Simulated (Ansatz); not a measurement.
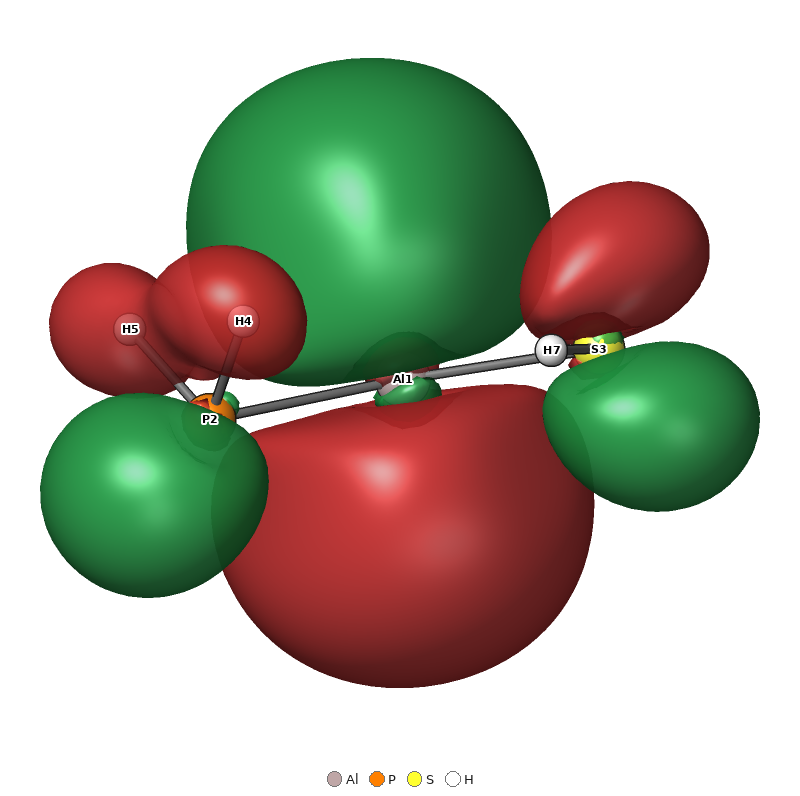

*AlH4PS. The LUMO at ±0.05 Å⁻³ᐟ² (green and red are the two phases), seen from one side.*

Geometry: B3LYP-D3(BJ)/def2-SVP.

These are results of Ansatz, isolated molecule in a Gaussian basis; Kohn-Sham density functional theory, functional PBE0, not measurements.

Input file:

```
crystal:
  periodic: [false, false, false]
  atoms:
    - {symbol: Al, position_ang: [-0.257578, 0.935391, -0.311569]}
    - {symbol: P, position_ang: [0.104545, -0.293672, 1.643624]}
    - {symbol: S, position_ang: [-1.948482, 0.477996, -1.634995]}
    - {symbol: H, position_ang: [-0.198251, -1.550765, 1.032905]}
    - {symbol: H, position_ang: [1.512909, -0.393075, 1.412685]}
    - {symbol: H, position_ang: [0.597473, 2.205516, -0.699139]}
    - {symbol: H, position_ang: [-2.357778, -0.616651, -0.951641]}
basis:
  gaussian:
    orbitals: def2-TZVPD
output:
  forces: true
  orbitals: {seedname: orbitals}
hamiltonian:
  xc: {name: PBE0}
```

Launched as:

```sh
ansatz run input.yaml --threads 1 --pin off --max-ram 2610MiB --events-out events.jsonl --progress --plain --runs-dir runs
```

> Describe this orbital and give its energy.

By Hirshfeld shares it lies mainly on Al1 (about 65 %), P2 (about 15 %) and S3 (about 10 %). Its energy is −1.39 eV.
